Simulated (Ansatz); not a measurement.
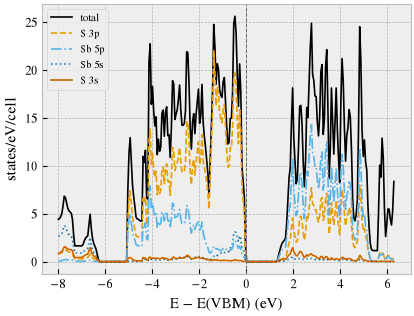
Total and projected density of states of Sb$_{2}$S$_{3}$ in space group Pnma (No. 62; Pearson symbol oP20), the program Ansatz at the PBE level (PAW)

### Question
Which orbitals carry the states next to the gap?

### Answer
Top 1 eV of the valence band: S 3p 79 %, Sb 5s 11 %, Sb 5p 8 %. Bottom 1 eV of the conduction band: Sb 5p 59 %, S 3p 24 %, S 3s 8 %, outside the projected shells 5 %. Projections are on Löwdin-orthogonalised atomic valence shells; empty p or d shells of many metals are not among them.

### Question
Where is the tallest occupied peak in this window, and what makes it?

### Answer
Near -0.5 eV, about 26 states/eV per cell; the largest projected share is S 3p.

The cell was relaxed with PBE under the symmetry of its start. A crystal of weakly bound chains computed without a dispersion correction: the cell and the soft elastic constants depend strongly on that. Scalar-relativistic: spin–orbit coupling is off unless named, which matters more the heavier the elements.

Potentials: the later of the program's two PAW sets.
